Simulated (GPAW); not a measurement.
Band structure of NiSi2 (Fm-3m, 3 atoms in the cell).

```
NiSi2
1.0
    0.00000     2.66902     2.66902
    2.66902     0.00000     2.66902
    2.66902     2.66902     0.00000
Si Ni
2 1
Cartesian
  1.33451   1.33451   1.33451
  4.00354   4.00354   4.00354
  0.00000   0.00000   0.00000
```

Level of theory: PBE, GPAW PAW datasets PBE (gpaw-data 1.0.1) (plane waves; GPAW).

Settings: mode = pw; ecut = 850 eV; xc = PBE; kpts = 9 9 9; mesh shift (steps) = 0 0 0; occupations.name = methfessel-paxton; occupations.width = 0.136 eV; occupations.order = 0; nbands = -9; convergence.forces = 0.001 eV/Å; symmetry.symmorphic = false; symmetry.tolerance = 0.0005; maxiter = 120; bandpath_npoints = 40.

The starting cell has typed, rounded lattice constants, without a prior relaxation at this level. Its lattice was rescaled by a random factor within 2.5 % of one. Spin polarisation is off.

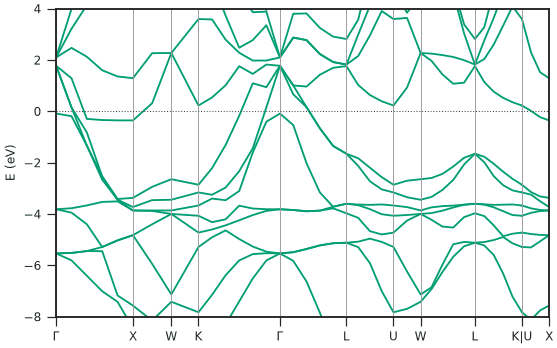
Bands along the path, energies from the Fermi level.

Levels in eV from the Fermi level, bands 9 to 16:
| point | 9 | 10 | 11 | 12 | 13 | 14 | 15 | 16 |
|---|---|---|---|---|---|---|---|---|
| Γ | -3.82 | -0.09 | 1.77 | 1.77 | 1.77 | 2.10 | 2.10 | 2.10 |
| X | -3.87 | -3.87 | -3.73 | -3.37 | -0.36 | 1.29 | 7.61 | 8.57 |
| W | -4.00 | -3.86 | -3.45 | -2.65 | 2.27 | 2.27 | 4.56 | 5.24 |
| K | -4.07 | -3.67 | -3.16 | -2.86 | 0.22 | 3.59 | 4.70 | 6.58 |
| L | -3.60 | -3.60 | -1.65 | -1.65 | 1.76 | 1.82 | 1.82 | 2.81 |
| U | -4.07 | -3.67 | -3.16 | -2.86 | 0.22 | 3.59 | 4.70 | 6.58 |

Bands cross the Fermi level along this path, so the cell is metallic at this level.
